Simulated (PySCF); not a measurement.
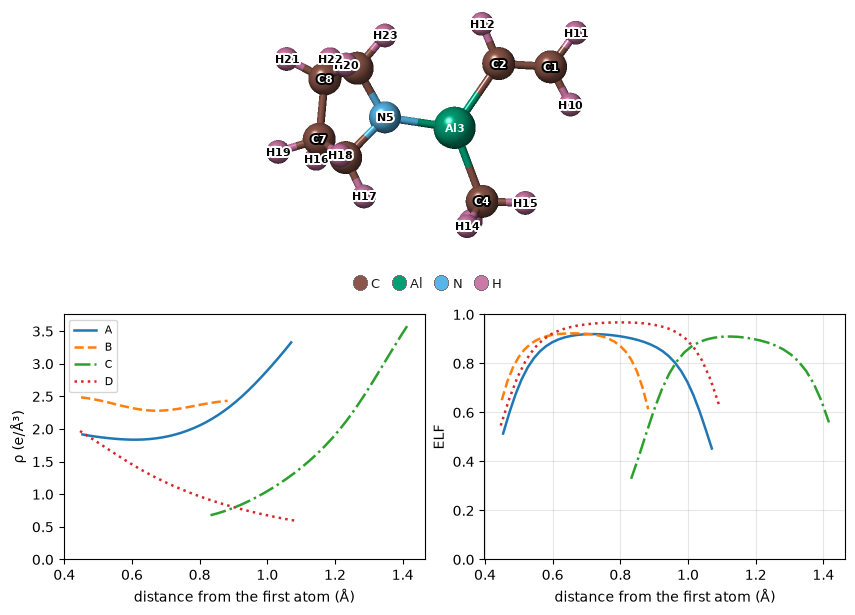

Figure 1: C₇H₁₄AlN (SMILES C=[CH][Al]([CH3])[N]1CCCC1). Total electron density and electron localisation function along straight lines between neighbouring atoms. The curves leave out the atomic cores. The structure is drawn too.

Geometry: GFN2-xTB.

Computed with PySCF, PBE0/pcSseg-1, SCF density, gas phase, non-relativistic.

```xyz
23

C     3.5061    1.6263    0.2620
C     2.2082    1.5793   -0.0340
Al    1.2356   -0.1461   -0.1527
C     2.0749   -1.9296    0.1283
N    -0.5068   -0.0556   -0.5906
C    -1.4406   -1.1654   -0.6466
C    -2.5871   -0.7458    0.2883
C    -2.5723    0.7922    0.2171
C    -1.3610    1.1150   -0.6806
H     4.0737    0.7264    0.4547
H     4.0717    2.5486    0.3284
H     1.7161    2.5374   -0.2165
H     2.2009   -2.4714   -0.8148
H     1.4723   -2.5757    0.7743
H     3.0657   -1.8576    0.5850
H    -1.8271   -1.2872   -1.6697
H    -0.9584   -2.0962   -0.3435
H    -2.3785   -1.0820    1.3037
H    -3.5401   -1.1681   -0.0257
H    -2.4354    1.2216    1.2089
H    -3.4935    1.1911   -0.2052
H    -1.7024    1.2572   -1.7169
H    -0.8268    2.0125   -0.3664
```

Which curve belongs to which contact (Al–N, C–Al, C–C and C–N)? The first atom named is at distance zero.

Curve A: C–N (1.45 Å): ρ is about 1.9 e/Å³ halfway; the ELF peaks at about 0.90 between the atoms: a covalent bond. Curve B: C–C (1.33 Å): ρ is about 2.3 e/Å³ halfway; the ELF peaks at about 0.90 between the atoms; a short, multiple covalent bond. Curve C: Al–N (1.80 Å): the density is about 0.79 e/Å³ at the midpoint; the ELF peaks at about 0.90 in the valence shell of N, 0.7 Å from its nucleus, and is about 0.60 at the midpoint. Curve D: C–Al (1.98 Å): ρ at the midpoint is about 0.69 e/Å³; the ELF peaks at about 0.95 between the atoms, as expected for a shared but strongly polarised pair.
